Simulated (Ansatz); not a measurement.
## BeTe, pressure series

The parent structure is BeTe in the zinc blende structure (space group F-43m, No. 216; a = 5.657 Å).

Cell and atoms are relaxed at each pressure.

The values are results of Ansatz (a first-principles code) r2SCAN, spin-orbit coupling left out, not measurements.

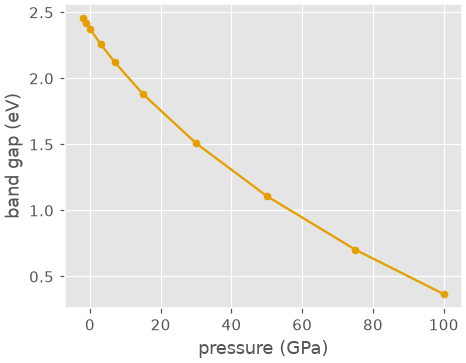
*Band gap against pressure*

Task: From the plot, what is the band gap for pressure 50 GPa?

Result: About 1.1 eV.

Task: Is the trend monotonic over the range shown?

Result: Yes, it falls throughout, spanning 0.37 eV to 2.46 eV.

Spin-orbit coupling, missing from the scalar runs, can matter with Te. Load acts through the strain it causes; cell and atoms are relaxed under it. Whether these cells are dynamically stable was not tested. No other phases were tried under pressure.
